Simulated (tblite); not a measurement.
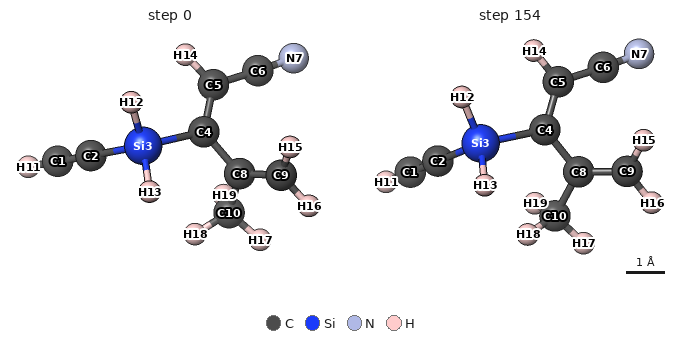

The structure of C8H9NSi before (left) and after (right) a relaxation, at one scale.

Style: ball-and-stick. Shown face on.

These are results of tblite, GFN2-xTB geometry optimisation, gas phase, not measurements. 

> Summarise the run.

The energy falls by 15.8 kJ/mol in 154 geometry steps. The largest move after the best rigid fit is that of H19, 0.86 Å. By element the largest moves are H 0.86 Å, C 0.55 Å, N 0.46 Å, Si 0.10 Å. Among the contacts that change: C2–Si3 1.893 → 1.851 Å, C9–H16 1.099 → 1.077 Å, Si3–H13 1.487 → 1.467 Å, C5–C6 1.423 → 1.405 Å. Bond angles that change, for instance: Si3–C4–C8 116.0° → 119.4°, H12–Si3–H13 109.3° → 112.3°, C5–C4–C8 123.3° → 121.1°. Groups turn about C4–C8 by about 30°. Cost: 2.4 s on 1 thread of Arm Neoverse N1, with other jobs on the host.
